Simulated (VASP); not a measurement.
Band structure of CaIn (space group I4/mmm). Calculation: PBEsol GGA, VASP's PBE PAW potentials (set 64) (plane waves; VASP).

Unless said otherwise, spin-orbit coupling is left out, though it shifts the bands of the heavy elements here.

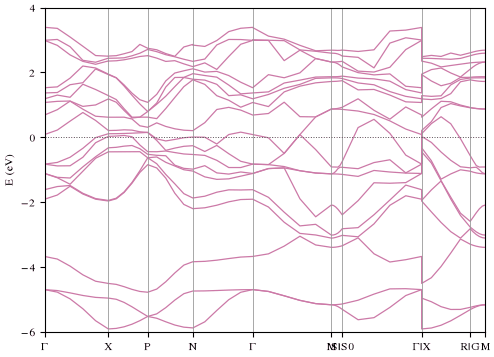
Bands along high-symmetry lines, zero at the valence-band maximum or, without a gap, the Fermi level

Question: Read the plot: is there a gap, and where are the band edges?

Answer: It has no gap at this level: it comes out as a metal or semimetal.

The structure comes from a computed database's CaIn entry (I4/mmm); how it stands against other phases isn't given here. The cell was not relaxed at this level. The k-mesh is coarse (spacing up to 0.40 per Å, 2π included), so the numbers may not be converged in it.
